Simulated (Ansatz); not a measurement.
HfN (rock salt): energy against volume

HfN (rock salt)

```xyz
2
Lattice="0.0000 2.2627 2.2627 2.2627 0.0000 2.2627 2.2627 2.2627 0.0000" Properties=species:S:1:pos:R:3 pbc="T T T"
N      0.0000     0.0000     0.0000
Hf     2.2627     2.2627     2.2627
```

This relaxed cell (volume V₀) is scaled evenly in all directions, its shape held. Symmetry pins the atoms to their sites.

Level of theory: r2SCAN (plane waves to 500 eV, PAW, scalar-relativistic; Ansatz, a program for electronic structure). k mesh 18×18×18 (Γ-centred), Fermi-Dirac smearing 0.05 eV. Energies are smeared free energies. HfN is run without spin polarisation. HfN was relaxed with its symmetry unable to fall. Spin-orbit coupling is left out, though Hf is heavy. The zero of ΔE is the relaxed starting cell.

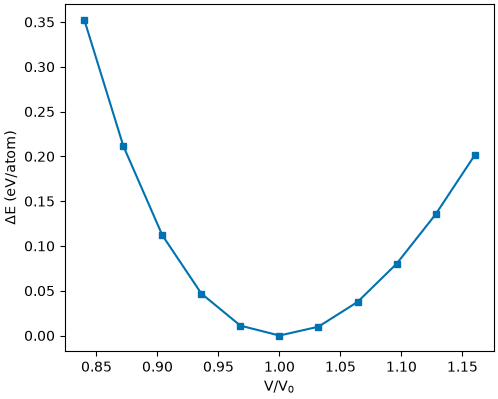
*ΔE (eV/atom) against V/V₀; one marker a computed point.*

The equilibrium volume of the fit is 11.59 Å³/atom. The bulk modulus B₀ (third-order Birch-Murnaghan fit) is 281 GPa and the pressure at the smallest volume comes out as 70.8 GPa. The energy cost of the largest expansion comes out as 201 meV/atom and the energy cost of the largest compression is 352 meV/atom.

Check by three points about V = 11.585 Å³/atom, step 0.741: d²E/dV² ≈ (47 − 2·0 + 37) meV / 0.741² = 0.153 eV/Å⁶, and V·d²E/dV² × 160.2 = 284 GPa.

(A scan under strain: stresses follow from slopes of the energy per volume, elastic moduli from its curvatures.)
